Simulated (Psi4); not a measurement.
**[NH2]− (SMILES [NH2-]) at TPSS/aug-cc-pVTZ**

Aim: the energy change on altering one bond length of [NH2]− at TPSS/aug-cc-pVTZ, from 2 runs. 

Program for the calculation: Psi4 1.11.

1 further run of the same task is left out (it didn't finish).

### 1 The system as given

The species is [NH2]− (3 atoms), meant as a singlet with charge -1. SMILES: `[NH2-]`. The coordinates come from a PBE0-D4/def2-TZVPD relaxation.

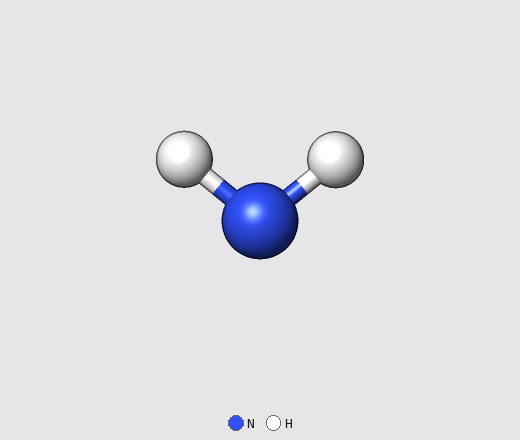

The structure, seen from a chosen angle (nitrogen blue, hydrogen white).

### 2 Energy and forces at TPSS/aug-cc-pVTZ

h2n.inp reads:

```
memory 1600 mb

molecule {
  -1 1
  N
  H 1 1.027394
  H 1 1.027407 2 101.75743
  symmetry c1
  no_reorient
  no_com
}

set puream true
set e_convergence 1e-09
set d_convergence 1e-08
set scf_type pk
set dft_radial_points 99
set dft_spherical_points 590

e, wfn = gradient('tpss/aug-cc-pVTZ', return_wfn=True)
oeprop(wfn, 'WIBERG_LOWDIN_INDICES', 'MAYER_INDICES', 'QUADRUPOLE')
print_variables()
```

Launch:

```bash
$ psi4 -i h2n.inp -o h2n.out -n 1
```

h2n.out, cut to the lines that bear on the results:

```text
[...]
  Running in c1 symmetry.
[...]
  Nuclear repulsion =    7.542850373371813
[...]
  Multiplicity = 1
[...]
  Nalpha       = 5
  Nbeta        = 5
[...]
    Number of basis functions: 92
[...]
   @RKS iter   1:   -55.36965047362753    9.66837e-02   1.20243e-02 ADIIS/DIIS
[...]
   @RKS iter  10:   -55.93325238101246   -2.39453e-12   4.98213e-09 DIIS
[...]
    Orbital Energies [Eh]
    ---------------------
    Doubly Occupied:
       1A    -13.781386     2A     -0.446632     3A     -0.109564
       4A      0.026182     5A      0.095925
[...]
  @RKS Final Energy:   -55.93325238101246
   => Energetics <=
    Nuclear Repulsion Energy =              7.5428503733718131
    One-Electron Energy =                 -93.1825282029066244
    Two-Electron Energy =                  37.4953002797013113
    DFT Exchange-Correlation Energy =      -7.7888748311789682
    Empirical Dispersion Energy =           0.0000000000000000
    VV10 Nonlocal Energy =                  0.0000000000000000
    Total Energy =                        -55.9332523810124584
[...]
  -Total Gradient:
     Atom            X                  Y                   Z
    ------   -----------------  -----------------  -----------------
       1       -0.004924300924    -0.004014744179     0.000000000000
       2       -0.000693683487     0.005893226813    -0.000000000000
       3        0.005618610758    -0.001877973399    -0.000000000000
[...]
 Multipole Moments:
 ------------------------------------------------------------------------------------
     Multipole            Electronic (a.u.)      Nuclear  (a.u.)        Total (a.u.)
 ------------------------------------------------------------------------------------
 L = 1.  Multiply by 2.5417464519 to convert [e a0] to [Debye]
 Dipole X            :          0.4242933           -0.8244856           -0.4001924
 Dipole Y            :          0.3450559           -0.6705394           -0.3254835
 Dipole Z            :          0.0000000            0.0000000            0.0000000
 Magnitude           :                                                    0.5158425
 L = 2.  Multiply by 1.3450342976 to convert [e a0^2] to [Debye ang]
 Quadrupole XX       :        -11.9269344            3.2870649           -8.6398695
 Quadrupole XY       :          0.1783683           -1.0170465           -0.8386782
[...]
```

It took 50 s on 1 thread of Intel Xeon at 2.50GHz (Skylake/Cascade Lake), shared host; peak memory 0.93 GiB.

### 3 The distorted shape: a single-point energy at TPSS/aug-cc-pVTZ

h2n.py reads:

```python
import psi4

psi4.set_memory('1600 MB')
psi4.set_num_threads(1)
psi4.set_output_file('psi4.out', False)

geom = psi4.geometry("""
-1 1
N      0.374704    -0.353627     0.170605
H      0.125500     0.801200     0.156000
H     -0.435196    -0.748827    -0.322795
symmetry c1
no_reorient
no_com
""")

options = {'puream': True, 'e_convergence': 1e-09, 'd_convergence': 1e-08, 'scf_type': 'pk', 'dft_radial_points': 99, 'dft_spherical_points': 590}
psi4.set_options(options)

E, wfn = psi4.energy("tpss/aug-cc-pVTZ", molecule=geom, return_wfn=True)
psi4.oeprop(wfn, "MULLIKEN_CHARGES", "WIBERG_LOWDIN_INDICES", "QUADRUPOLE", title="TPSS")
print('E =', round(E, 9))
for k, v in sorted(psi4.core.scalar_variables().items()):
    print(f'{k:45s} {v:18.10f}')
```

Launch:

```bash
$ python h2n.py
```

psi4.out, cut to the lines that bear on the results:

```text
[...]
  Running in c1 symmetry.
[...]
  Nuclear repulsion =    7.048926975365095
[...]
  Multiplicity = 1
[...]
  Nalpha       = 5
  Nbeta        = 5
[...]
    Number of basis functions: 92
[...]
   @RKS iter   1:   -55.36318632233363    7.04139e-02   1.18433e-02 DIIS/ADIIS
[...]
   @RKS iter  11:   -55.92283595293871   -5.76961e-12   1.12932e-09 DIIS
[...]
    Orbital Energies [Eh]
    ---------------------
    Doubly Occupied:
       1A    -13.799817     2A     -0.430417     3A     -0.096658
       4A      0.020704     5A      0.094063
[...]
  @RKS Final Energy:   -55.92283595293871
   => Energetics <=
    Nuclear Repulsion Energy =              7.0489269753650952
    One-Electron Energy =                 -92.2172428886917004
    Two-Electron Energy =                  36.9797711199824448
    DFT Exchange-Correlation Energy =      -7.7342911595945445
    Empirical Dispersion Energy =           0.0000000000000000
    VV10 Nonlocal Energy =                  0.0000000000000000
    Total Energy =                        -55.9228359529387120
[...]
 Multipole Moments:
 ------------------------------------------------------------------------------------
     Multipole            Electronic (a.u.)      Nuclear  (a.u.)        Total (a.u.)
 ------------------------------------------------------------------------------------
 L = 1.  Multiply by 2.5417464519 to convert [e a0] to [Debye]
 Dipole X            :         -5.3084903            4.3713749           -0.9371154
 Dipole Y            :          5.2555958           -4.5788366            0.6767592
 Dipole Z            :         -2.3905756            1.9415802           -0.4489954
 Magnitude           :                                                    1.2400746
 L = 2.  Multiply by 1.3450342976 to convert [e a0^2] to [Debye ang]
 Quadrupole XX       :        -14.6848789            4.2423087          -10.4425702
 Quadrupole XY       :          2.8882790           -1.7894643            1.0988147
[...]
  Mulliken Charges: (a.u.)
   Center  Symbol    Alpha    Beta     Spin     Total
       1     N     4.12470  4.12470  0.00000 -1.24941
       2     H     0.44381  0.44381  0.00000  0.11238
       3     H     0.43149  0.43149  0.00000  0.13703
   Total alpha =  5.00000, Total beta =  5.00000, Total charge = -1.00000
  Wiberg Bond Indices using Orthogonal Lowdin Orbitals:
[...]
```

On the terminal:

```text
E = -55.922835953
CURRENT ENERGY                                    -55.9228359529
CURRENT REFERENCE ENERGY                          -55.9228359529
DD SOLVATION ENERGY                                 0.0000000000
DFT FUNCTIONAL TOTAL ENERGY                       -55.9228359529
DFT TOTAL ENERGY                                  -55.9228359529
DFT VV10 ENERGY                                     0.0000000000
DFT XC ENERGY                                      -7.7342911596
GRID ELECTRONS ALPHA                                5.0000001528
GRID ELECTRONS BETA                                 5.0000001528
GRID ELECTRONS TOTAL                               10.0000003055
NUCLEAR REPULSION ENERGY                            7.0489269754
ONE-ELECTRON ENERGY                               -92.2172428887
PCM POLARIZATION ENERGY                             0.0000000000
PE ENERGY                                           0.0000000000
SCF ITERATION ENERGY                              -55.9228359529
SCF ITERATIONS                                     11.0000000000
SCF TOTAL ENERGY                                  -55.9228359529
TWO-ELECTRON ENERGY                                36.9797711200
XC GRID RADIAL POINTS                              99.0000000000
XC GRID SPHERICAL POINTS                          590.0000000000
XC GRID TOTAL POINTS                           171533.0000000000
```

It took 43 s on 1 thread of Intel Xeon at 2.50GHz (Skylake/Cascade Lake), shared host; peak memory 0.93 GiB.

### 4 Results

At TPSS/aug-cc-pVTZ:

| quantity | value |
| --- | --- |
| first shape: total energy | -55.93325 Eh |
| first shape: HOMO energy | 2.61 eV |
| first shape: LUMO energy | 3.44 eV |
| first shape: HOMO–LUMO gap (to an unbound level, set by the basis) | 0.83 eV |
| first shape: largest force on an atom | 0.327 eV/Å |
| distorted shape: total energy | -55.92284 Eh |
| distorted shape: HOMO energy | 2.56 eV |
| distorted shape: LUMO energy | 3.41 eV |
| distorted shape: HOMO–LUMO gap (to an unbound level, set by the basis) | 0.85 eV |
| energy change with the N1–H2 bond stretched from 1.027 to 1.181 Å | 0.283 eV |

With the N1–H2 bond stretched from 1.027 to 1.181 Å the energy rises by 0.28 eV (27.3 kJ/mol). The first shape isn't relaxed at this level, so the change isn't measured from a minimum. The largest force (first shape) is 0.33 eV/Å: the shape isn't a stationary point for this species at this level. The HOMO (first shape) lies at positive energy, 2.61 eV, as semi-local functionals often give for anions; only total energies tell whether the electron is bound. Mulliken charges (distorted shape) run from -1.25 on N1 to +0.14 on H3; in a basis this large or diffuse they mean little. The HOMO (distorted shape) lies at positive energy, 2.56 eV, as semi-local functionals often give for anions; only total energies tell whether the electron is bound.
